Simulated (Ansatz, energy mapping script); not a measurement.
# LuNiO2 in the infinite layer structure: J from the energies of magnetic orders, part 2 of 3

Wanted: the magnetic order of LuNiO2 in the infinite layer structure, its couplings and an estimate of its ordering temperature, by PBEsol+U (1.5 eV).

PBEsol with U = 1.5 eV on Ni d, ortho-atomic projectors; plane waves, U on orthogonalised atomic orbitals unless named otherwise, collinear spin, no spin–orbit coupling.

So far. Step 4 (Order 1: parallel, cell A of 8 atoms): The run ends ferromagnetic.

**5. Run 2 (compensated +−; cell A, 8 atoms)**

This order reverses 2 of the 2 neighbours at 2.99 Å, 2 of the 4 neighbours at 3.85 Å and 4 of the 8 neighbours at 4.87 Å, counted for an average magnetic atom.

Contents of input.yaml:

```yaml
crystal:
  lattice:
    - [3.847404254, 0.0, 0.0]
    - [0.0, 3.847404254, 2.987573789]
    - [0.0, -3.847404254, 2.987573789]
  atoms:
    - { symbol: Lu, position: [0.5, 0.5, 0.0] }
    - { symbol: Lu, position: [0.5, 0.0, 0.5] }
    - { symbol: Ni, position: [0.0, 0.0, 0.0], spin: 2.0 }
    - { symbol: Ni, position: [0.0, 0.5, 0.5], spin: -2.0 }
    - { symbol: O, position: [0.5, 0.0, 0.0] }
    - { symbol: O, position: [0.5, 0.5, 0.5] }
    - { symbol: O, position: [0.0, 0.25, 0.75] }
    - { symbol: O, position: [0.0, 0.75, 0.25] }
magnetization:
  spin_polarized: true
kpoints:
  mp_grid: { grid: [8, 7, 7] }
hamiltonian:
  xc: pbesol
  hubbard:
    sites:
      - { species: Ni, l: d, u_eff: 1.5 }
      - { site: 2, l: d, u_eff: 1.5, starting_ns: [{ spin: up, occupation_matrix: ni2_major }, { spin: down, occupation_matrix: ni2_minor }] }
      - { site: 3, l: d, u_eff: 1.5, starting_ns: [{ spin: up, occupation_matrix: ni2_minor }, { spin: down, occupation_matrix: ni2_major }] }
    projectors: ortho-atomic
    occupation_matrices:
      ni2_major:
        matrix:
          - [0.896, 0.0, 0.0, 0.0, 0.0]
          - [0.0, 0.973, 0.0, 0.0, 0.0]
          - [0.0, 0.0, 0.973, 0.0, 0.0]
          - [0.0, 0.0, 0.0, 0.911, 0.0]
          - [0.0, 0.0, 0.0, 0.0, 0.98]
      ni2_minor:
        matrix:
          - [0.85, 0.0, 0.0, 0.0, 0.0]
          - [0.0, 0.965, 0.0, 0.0, 0.0]
          - [0.0, 0.0, 0.965, 0.0, 0.0]
          - [0.0, 0.0, 0.0, 0.236, 0.0]
          - [0.0, 0.0, 0.0, 0.0, 0.975]
scf:
  occupations: { method: fermi_dirac, width: 0.05 }
output:
  eigenvalues: true
  write_density: true
  write_potential: true
  elf: true
  volumetric_format: npy
```

Run with:

```bash
$ ansatz run input.yaml --threads 4 --pin off --max-ram 8192MiB --backend cpu --events-out ev --progress --plain --runs-dir out
```

Numbers of over 12 decimals in the logs are rounded to 6 here.

What it wrote:

```text
[...]
Crystal: 8 atoms, lattice volume = 88.447 Å³
Basis set: ecut = 420 eV, 1729 PW (Γ)
Bands: 69, of which v1, the nominal top of the filled ones, is band 55 counted from 1 (54 counted from 0)
Symmetry: 8 space group operations
[...]
k-points: 80 of 392
[...]
Starting moments: Σ|m| = 4 μB on 2 of 8 sites
Starting magnetic order: antiferromagnet; a translation exchanges its spin sublattices: spin-degenerate at every k-point
[...]
SCF iter   1: F=—  HF=-43086.173208 eV  |F-HF|=—  |Δ(HF+E_count)|=         —  Δρ=1.35e-1 (↑1.35e-1 ↓1.35e-1)  dr2=2.77e1  dr2_m=6.67e0  M=0.000 μB ∫|m|=1.395 μB  β_m=0.30  ethr=3.10e-3  ⟨swp⟩=5.2  Hψ=24108  notcnv=0  defer=16
[...]
SCF iter  17: F=-43081.503522 eV  HF=-43081.503522 eV  |F-HF|=1.19e-8  |Δ(HF+E_count)|=   1.75e-8  Δρ=2.34e-6 (↑2.34e-6 ↓2.34e-6)  dr2=1.48e-8  dr2_m=6.07e-11  M=0.000 μB ∫|m|=1.731 μB  ethr=9.09e-11  ⟨swp⟩=2.5  Hψ=18857  notcnv=0
SCF 1 converged in 17 iterations: F = -43081.503522 eV  dr2 = 1.48e-8
[...]
SCF converged after 17 iterations
Magnetization: 0.0000 μB (55.0000 up, 55.0000 down)
Absolute magnetization: 1.7307 μB (∫|ρ↑−ρ↓|, with the PAW one-centre terms)
[...]
Per-site moments (μB) at R_I (Å): [(-4.0115988601732017e-16, 1.004675), (4.0115988601732017e-16, 1.004675), (0.721778, 0.793527), (-0.721778, 0.793527), (0.047875, 0.793527), (-0.047875, 0.793527), (-3.22699343433699e-18, 0.793527), (1.1167193311172626e-17, 0.793527)]
Free energy (F): -43081.503522 eV
[...]
Internal energy: -43081.489893 eV  (E = F + TS)
E sigma→0 (E₀):  -43081.496707 eV
Entropy (-TS):   -0.013629 eV (-1.704 meV/atom)
Fermi energy:    17.288437 eV
[...]
--- Specified on-site occupations, and those of the state reported ---
  electrons in the specified blocks: 17.4480 specified, 17.4879 found
[...]
--- Band table (eV; the first three rows and the last of 160) ---
  k-point 0 ↑: bands = [... 51 lower, 15.2925, 15.6853, 15.9720, 16.2865, 16.5322, 18.1942, 18.3654, 20.0054, ... 10 higher]
  k-point 1 ↑: bands = [... 51 lower, 15.3603, 15.6537, 15.9282, 16.3005, 16.7280, 18.1155, 18.6034, 20.2817, ... 10 higher]
  k-point 2 ↑: bands = [... 51 lower, 15.4776, 15.5610, 15.8030, 16.1208, 17.4954, 18.0145, 19.2524, 20.5510, ... 10 higher]
  k-point 79 ↓: bands = [... 51 lower, 16.2234, 16.2692, 16.3869, 17.3510, 19.1302, 19.4675, 19.8295, 21.0030, ... 10 higher]
Occupation matrices written to <dir>
```

Wall time 15 s (4 threads of Arm Neoverse V2, shared host); peak memory 1 GiB; 58 s of CPU time.

Spin moment in the sphere by atom:

```csv
atom,spin moment in the sphere (μB)
Lu1,0.000
Lu2,0.000
Ni3,0.722
Ni4,-0.722
O5,0.048
O6,-0.048
O7,0.000
O8,0.000
```

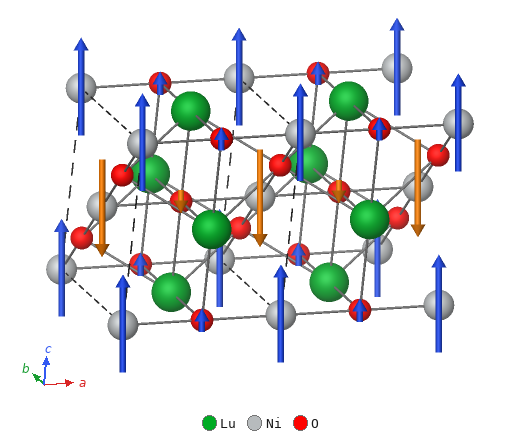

Spin moment in the sphere as arrows, the longest 0.722 μB. Up and down stand for the sign. Arrows give size and sign along the axis of quantisation, drawn up and down the page. Each arrow also spans its atom, so small moments look longer than they are. The two directions have two colours. 2×1×1 cells are drawn. Some periodic images of atoms are drawn too.

The run ends antiferromagnetic, 20.08 meV a magnetic atom below the parallel order of its cell (energies taken at zero occupation width, not the printed F).

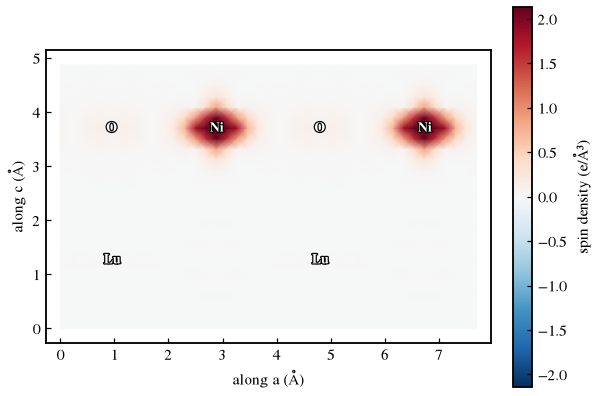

Spin density in the ac plane at fractional y = 0.000, with atoms of Lu and Ni and O within 0.2 Å of it. The map starts off the cell's origin, so that atoms lie inside it.

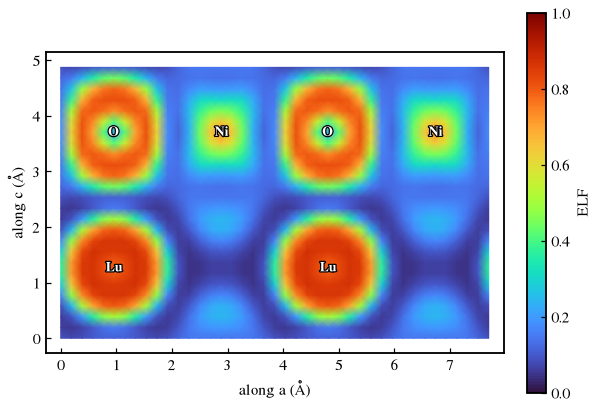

ELF in the ac plane at fractional y = 0.000, with atoms of Lu and Ni and O within 0.2 Å of it. It is the smooth field of the valence electrons, not physical close to the nuclei. The map starts off the cell's origin, so that atoms lie inside it.

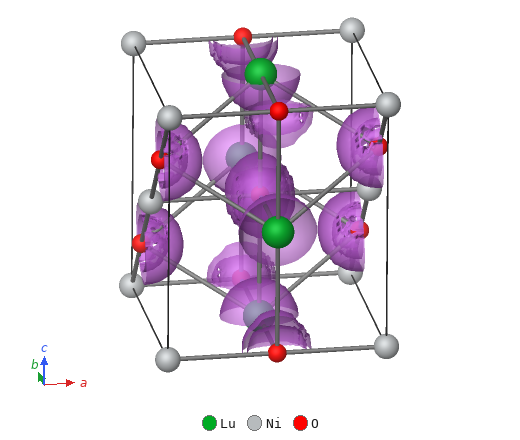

Surface of ELF = 0.8.

**6. The same order with other settings**

The input is changed once more, to see how this run answers a poor choice.

Changes to input.yaml since step 5:

```diff
@@ -43,7 +43,4 @@
   occupations: { method: fermi_dirac, width: 0.05 }
+  max_iter: 5
 output:
   eigenvalues: true
-  write_density: true
-  write_potential: true
-  elf: true
-  volumetric_format: npy
```

What it wrote:

```text
Engine: ansatz 0.2.0, aarch64-unknown-linux-gnu
Pseudopotentials: kind: paw
Pseudopotential: Lu, paw, valence charge 25, recommended cutoff 420 eV (normal), Lu.paw.azcp
Pseudopotential: Ni, paw, valence charge 18, recommended cutoff 420 eV (normal), Ni.paw.azcp
Pseudopotential: O, paw, valence charge 6, recommended cutoff 420 eV (normal), O.paw.azcp
Functional definition: PBEsol
  exchange = pbesol_x
  correlation = pbesol_c
Crystal: 8 atoms, lattice volume = 88.447 Å³
Basis set: ecut = 420 eV, 1729 PW (Γ)
Bands: 69, of which v1, the nominal top of the filled ones, is band 55 counted from 1 (54 counted from 0)
Symmetry: 8 space group operations
Space group: Cmmm (ITA 65), of the structure as read, at distance tolerance 4.5e-5 Å
Magnetic group: BNS 65.489 (UNI 587), of the structure as read, at distance tolerance 4.5e-5 Å
k-points: 80 of 392
Non-local potential: Lu, projectors of the file, l = 0: 3, l = 1: 2, l = 2: 2, l = 3: 3
Non-local potential: Ni, projectors of the file, l = 0: 3, l = 1: 2, l = 2: 3, l = 3: 1
Non-local potential: O, projectors of the file, l = 0: 2, l = 1: 2, l = 2: 1
[...]
SCF iter   3: F=—  HF=-43081.791995 eV  |F-HF|=—  |Δ(HF+E_count)|=   5.82e-1  Δρ=4.53e-2 (↑4.53e-2 ↓4.53e-2)  dr2=1.77e0  dr2_m=1.16e0  M=0.000 μB ∫|m|=1.722 μB  β_m=0.30  ethr=3.10e-3  ⟨swp⟩=11.1  Hψ=68382  notcnv=0
SCF iter   4: F=—  HF=-43081.457902 eV  |F-HF|=—  |Δ(HF+E_count)|=   3.34e-1  Δρ=2.80e-2 (↑2.80e-2 ↓2.80e-2)  dr2=4.06e-1  dr2_m=5.15e-1  M=0.000 μB ∫|m|=1.786 μB  β_m=0.30  ethr=1.61e-3  ⟨swp⟩=9.4  Hψ=57745  notcnv=0
SCF iter   5: F=—  HF=-43081.410524 eV  |F-HF|=—  |Δ(HF+E_count)|=   4.74e-2  Δρ=1.85e-2 (↑1.85e-2 ↓1.85e-2)  dr2=7.31e-2  dr2_m=2.35e-1  M=0.000 μB ∫|m|=1.827 μB  β_m=1.00  ethr=3.69e-4  ⟨swp⟩=9.6  Hψ=59882  notcnv=0
Occupation matrices written to <dir>
Error: did not converge after 5 iterations: onsite_residual = 2.53e-1 (threshold 1.00e-7), under the density mixer `msr1`, which `scf.mixing.algorithm: auto` chose by the deck's other keys (type `scf.mixing.algorithm: msr1` to keep it); raise `scf.max_iter`, which need not help a stalled SCF, or adjust the mixing (`scf.mixing`) or, under a smearing, its width (`scf.occupations.width`, in either direction: another width is another result); this SCF holds its density and magnetisation to the symmetry operations that it keeps, and cannot end on a state that breaks one of them: if the state sought breaks one, re-run with `crystal.symmetry.detect: [rest of the remark cut]
```

Elapsed: 12 s, on 4 threads; peak memory 0.99 GiB.

The run stopped without converging, so none of its numbers is a property of the system.

The program's message: “Error: did not converge after 5 iterations: onsite_residual = 2.53e-1 (threshold 1.00e-7), under the density mixer `msr1`, which `scf.mixing.algorithm: auto` chose by the deck's other keys (type `scf. …”

The fault put into the input: too few SCF iterations (scf.max_iter = 5).

**7. Order 3: parallel, cell B of 8 atoms**

The parallel order again, as the reference for this cell.

This run holds the same structure in another cell (a 3.847 → 2.988 Å, b 4.871 → 5.441 Å, c 4.871 → 5.441 Å, α 104.3 → 90.0°).

Contents of input.yaml:

```yaml
crystal:
  lattice:
    - [0.0, 0.0, -2.987573789]
    - [3.847404254, 3.847404254, 0.0]
    - [3.847404254, -3.847404254, 0.0]
  atoms:
    - { symbol: Lu, position: [0.5, 0.5, 0.0] }
    - { symbol: Lu, position: [0.5, 0.0, 0.5] }
    - { symbol: Ni, position: [0.0, 0.0, 0.0], spin: 2.0 }
    - { symbol: Ni, position: [0.0, 0.5, 0.5], spin: 2.0 }
    - { symbol: O, position: [0.0, 0.25, 0.25] }
    - { symbol: O, position: [0.0, 0.75, 0.75] }
    - { symbol: O, position: [0.0, 0.25, 0.75] }
    - { symbol: O, position: [0.0, 0.75, 0.25] }
magnetization:
  spin_polarized: true
kpoints:
  mp_grid: { grid: [11, 6, 6] }
hamiltonian:
  xc: pbesol
  hubbard:
    sites:
      - { species: Ni, l: d, u_eff: 1.5 }
      - { site: 2, l: d, u_eff: 1.5, starting_ns: [{ spin: up, occupation_matrix: ni2_major }, { spin: down, occupation_matrix: ni2_minor }] }
      - { site: 3, l: d, u_eff: 1.5, starting_ns: [{ spin: up, occupation_matrix: ni2_major }, { spin: down, occupation_matrix: ni2_minor }] }
    projectors: ortho-atomic
    occupation_matrices:
      ni2_major:
        matrix:
          - [0.896, 0.0, 0.0, 0.0, 0.0]
          - [0.0, 0.973, 0.0, 0.0, 0.0]
          - [0.0, 0.0, 0.973, 0.0, 0.0]
          - [0.0, 0.0, 0.0, 0.911, 0.0]
          - [0.0, 0.0, 0.0, 0.0, 0.98]
      ni2_minor:
        matrix:
          - [0.85, 0.0, 0.0, 0.0, 0.0]
          - [0.0, 0.965, 0.0, 0.0, 0.0]
          - [0.0, 0.0, 0.965, 0.0, 0.0]
          - [0.0, 0.0, 0.0, 0.236, 0.0]
          - [0.0, 0.0, 0.0, 0.0, 0.975]
scf:
  occupations: { method: fermi_dirac, width: 0.05 }
output:
  eigenvalues: true
```

What it wrote:

```text
[...]
Crystal: 8 atoms, lattice volume = 88.447 Å³
Basis set: ecut = 420 eV, 1717 PW (Γ)
Bands: 69, of which v1, the nominal top of the filled ones, is band 55 counted from 1 (54 counted from 0)
Symmetry: 32 space group operations
[...]
k-points: 60 of 396
[...]
Starting moments: Σ|m| = 4 μB on 2 of 8 sites
[...]
k-point 1 ↑: bands = [... 51 lower, 15.0560, 15.2568, 15.8767, 15.9141, 16.6122, 18.1693, 18.5329, 19.0094, ... 10 higher]
  k-point 2 ↑: bands = [... 51 lower, 15.3606, 15.6791, 15.7872, 15.8049, 17.1154, 17.4942, 18.4231, 19.3732, ... 10 higher]
  k-point 59 ↓: bands = [... 51 lower, 16.0400, 16.5267, 16.5267, 18.4764, 18.4764, 20.0907, 20.0907, 20.7763, ... 10 higher]
Occupation matrices written to <dir>
[key lines of the parts left out:]
SCF converged after 17 iterations
Magnetization: 1.6561 μB (55.8280 up, 54.1720 down)
Free energy (F): -43081.464681 eV
Fermi energy:    17.471792 eV
```

Run time: 18 s. Hardware: 4 threads; peak memory 0.91 GiB; 71 s of CPU time.

The run ends ferromagnetic. For each magnetic atom its energy differs from the parallel run of the first cell by -1.34 meV, an error that one common reference would have brought in.

**8. Order 4: compensated +−, cell B of 8 atoms**

This order reverses 0 of the 2 neighbours at 2.99 Å, 4 of the 4 neighbours at 3.85 Å and 8 of the 8 neighbours at 4.87 Å, counted for an average magnetic atom.

Changes to input.yaml since step 7:

```diff
@@ -9,3 +9,3 @@
     - { symbol: Ni, position: [0.0, 0.0, 0.0], spin: 2.0 }
-    - { symbol: Ni, position: [0.0, 0.5, 0.5], spin: 2.0 }
+    - { symbol: Ni, position: [0.0, 0.5, 0.5], spin: -2.0 }
     - { symbol: O, position: [0.0, 0.25, 0.25] }
@@ -24,3 +24,3 @@
       - { site: 2, l: d, u_eff: 1.5, starting_ns: [{ spin: up, occupation_matrix: ni2_major }, { spin: down, occupation_matrix: ni2_minor }] }
-      - { site: 3, l: d, u_eff: 1.5, starting_ns: [{ spin: up, occupation_matrix: ni2_major }, { spin: down, occupation_matrix: ni2_minor }] }
+      - { site: 3, l: d, u_eff: 1.5, starting_ns: [{ spin: up, occupation_matrix: ni2_minor }, { spin: down, occupation_matrix: ni2_major }] }
     projectors: ortho-atomic
```

What it wrote:

```text
[...]
Crystal: 8 atoms, lattice volume = 88.447 Å³
Basis set: ecut = 420 eV, 1717 PW (Γ)
Bands: 69, of which v1, the nominal top of the filled ones, is band 55 counted from 1 (54 counted from 0)
Symmetry: 16 space group operations
[...]
k-points: 60 of 396
[...]
Starting moments: Σ|m| = 4 μB on 2 of 8 sites
[...]
k-point 1 ↑: bands = [... 51 lower, 15.7196, 16.2057, 16.2959, 16.3333, 16.6149, 18.6747, 18.9711, 19.6853, ... 10 higher]
  k-point 2 ↑: bands = [... 51 lower, 15.5984, 16.1389, 16.2626, 16.6339, 17.1219, 18.3889, 19.2325, 19.4739, ... 10 higher]
  k-point 59 ↓: bands = [... 51 lower, 15.9340, 15.9340, 15.9800, 17.1693, 18.6164, 20.0343, 20.1695, 20.7233, ... 10 higher]
Occupation matrices written to <dir>
[key lines of the parts left out:]
SCF converged after 16 iterations
Magnetization: 0.0000 μB (55.0000 up, 55.0000 down)
Free energy (F): -43081.596940 eV
Fermi energy:    17.077328 eV
```

The job ended after 9.3 s (4 threads; peak memory 0.88 GiB).

The run ends antiferromagnetic, 66.04 meV a magnetic atom below the parallel order of its cell (energies taken at zero occupation width, not the printed F).

**9. Run 5 (parallel; cell C, 8 atoms)**

The parallel order again, as the reference for this cell.

This run holds the same structure in another cell (a 2.988 → 3.847 Å, b 5.441 → 3.847 Å, c 5.441 → 5.975 Å).

Contents of input.yaml:

```yaml
crystal:
  lattice:
    - [3.847404254, 0.0, 0.0]
    - [0.0, 3.847404254, 0.0]
    - [0.0, 0.0, 5.975147578]
  atoms:
    - { symbol: Lu, position: [0.5, 0.5, 0.25] }
    - { symbol: Lu, position: [0.5, 0.5, 0.75] }
    - { symbol: Ni, position: [0.0, 0.0, 0.0], spin: 2.0 }
    - { symbol: Ni, position: [0.0, 0.0, 0.5], spin: 2.0 }
    - { symbol: O, position: [0.5, 0.0, 0.0] }
    - { symbol: O, position: [0.5, 0.0, 0.5] }
    - { symbol: O, position: [0.0, 0.5, 0.0] }
    - { symbol: O, position: [0.0, 0.5, 0.5] }
magnetization:
  spin_polarized: true
kpoints:
  mp_grid: { grid: [8, 8, 6] }
hamiltonian:
  xc: pbesol
  hubbard:
    sites:
      - { species: Ni, l: d, u_eff: 1.5 }
      - { site: 2, l: d, u_eff: 1.5, starting_ns: [{ spin: up, occupation_matrix: ni2_major }, { spin: down, occupation_matrix: ni2_minor }] }
      - { site: 3, l: d, u_eff: 1.5, starting_ns: [{ spin: up, occupation_matrix: ni2_major }, { spin: down, occupation_matrix: ni2_minor }] }
    projectors: ortho-atomic
    occupation_matrices:
      ni2_major:
        matrix:
          - [0.896, 0.0, 0.0, 0.0, 0.0]
          - [0.0, 0.973, 0.0, 0.0, 0.0]
          - [0.0, 0.0, 0.973, 0.0, 0.0]
          - [0.0, 0.0, 0.0, 0.911, 0.0]
          - [0.0, 0.0, 0.0, 0.0, 0.98]
      ni2_minor:
        matrix:
          - [0.85, 0.0, 0.0, 0.0, 0.0]
          - [0.0, 0.965, 0.0, 0.0, 0.0]
          - [0.0, 0.0, 0.965, 0.0, 0.0]
          - [0.0, 0.0, 0.0, 0.236, 0.0]
          - [0.0, 0.0, 0.0, 0.0, 0.975]
scf:
  occupations: { method: fermi_dirac, width: 0.05 }
output:
  eigenvalues: true
```

What it wrote:

```text
[...]
Crystal: 8 atoms, lattice volume = 88.447 Å³
Basis set: ecut = 420 eV, 1739 PW (Γ)
Bands: 69, of which v1, the nominal top of the filled ones, is band 55 counted from 1 (54 counted from 0)
Symmetry: 32 space group operations
[...]
k-points: 60 of 384
[...]
Starting moments: Σ|m| = 4 μB on 2 of 8 sites
[...]
k-point 1 ↑: bands = [... 51 lower, 14.5896, 14.6357, 14.8359, 14.8359, 15.6022, 16.6728, 18.3649, 20.3790, ... 10 higher]
  k-point 2 ↑: bands = [... 51 lower, 14.6076, 14.6297, 14.7455, 14.7455, 15.3429, 17.5230, 18.9045, 19.6386, ... 10 higher]
  k-point 59 ↓: bands = [... 51 lower, 16.3418, 16.3418, 16.3418, 19.4209, 19.4209, 20.4605, 20.4605, 20.9278, ... 10 higher]
Occupation matrices written to <dir>
[key lines of the parts left out:]
SCF converged after 21 iterations
Magnetization: 1.7250 μB (55.8625 up, 54.1375 down)
Free energy (F): -43081.464501 eV
Fermi energy:    17.432814 eV
```

It took 23 s on 4 threads; peak memory 0.91 GiB.

The run ends ferromagnetic. For each magnetic atom its energy differs from the parallel run of the first cell by -1.93 meV, an error that one common reference would have brought in.

**10. Run 6 (compensated +−; cell C, 8 atoms)**

This order reverses 2 of the 2 neighbours at 2.99 Å, 0 of the 4 neighbours at 3.85 Å and 8 of the 8 neighbours at 4.87 Å, counted for an average magnetic atom.

Changes to input.yaml since step 9:

```diff
@@ -9,3 +9,3 @@
     - { symbol: Ni, position: [0.0, 0.0, 0.0], spin: 2.0 }
-    - { symbol: Ni, position: [0.0, 0.0, 0.5], spin: 2.0 }
+    - { symbol: Ni, position: [0.0, 0.0, 0.5], spin: -2.0 }
     - { symbol: O, position: [0.5, 0.0, 0.0] }
@@ -24,3 +24,3 @@
       - { site: 2, l: d, u_eff: 1.5, starting_ns: [{ spin: up, occupation_matrix: ni2_major }, { spin: down, occupation_matrix: ni2_minor }] }
-      - { site: 3, l: d, u_eff: 1.5, starting_ns: [{ spin: up, occupation_matrix: ni2_major }, { spin: down, occupation_matrix: ni2_minor }] }
+      - { site: 3, l: d, u_eff: 1.5, starting_ns: [{ spin: up, occupation_matrix: ni2_minor }, { spin: down, occupation_matrix: ni2_major }] }
     projectors: ortho-atomic
```

What it wrote:

```text
[...]
Crystal: 8 atoms, lattice volume = 88.447 Å³
Basis set: ecut = 420 eV, 1739 PW (Γ)
Bands: 69, of which v1, the nominal top of the filled ones, is band 55 counted from 1 (54 counted from 0)
Symmetry: 16 space group operations
[...]
k-points: 60 of 384
[...]
Starting moments: Σ|m| = 4 μB on 2 of 8 sites
[...]
k-point 1 ↑: bands = [... 51 lower, 14.6089, 15.2354, 15.2354, 15.9876, 16.7448, 17.5186, 18.4990, 20.3855, ... 10 higher]
  k-point 2 ↑: bands = [... 51 lower, 14.6694, 15.1825, 15.1825, 15.7689, 17.5246, 17.5757, 18.9857, 19.6797, ... 10 higher]
  k-point 59 ↓: bands = [... 51 lower, 16.0351, 16.3506, 16.3506, 18.4501, 19.1799, 19.4311, 20.4694, 20.9257, ... 10 higher]
Occupation matrices written to <dir>
[key lines of the parts left out:]
SCF converged after 16 iterations
Magnetization: 0.0000 μB (55.0000 up, 55.0000 down)
Free energy (F): -43081.467569 eV
Fermi energy:    17.431769 eV
```

The job ended after 9.5 s (4 threads; peak memory 0.87 GiB).

The run ends antiferromagnetic, 1.55 meV a magnetic atom below the parallel order of its cell (energies taken at zero occupation width, not the printed F).

[end of part 2 of 3]

[Logs and program files are shortened in this print: banners, set-up blocks, solver, clock and traceback lines can be left out without a mark of their own.]

[Logs are printed without paths, hosts, clocks, repeated set-up lines and the standing remarks that a program may print on its own settings, such as how far it seeks lower states.]

[Hosts, paths, dates, database ids (printed as entryN), source tags and the programs' standing remarks are cut or masked in the printed files.]

[Where a cell is said to come from a database of computed structures, the database is the Materials Project.]
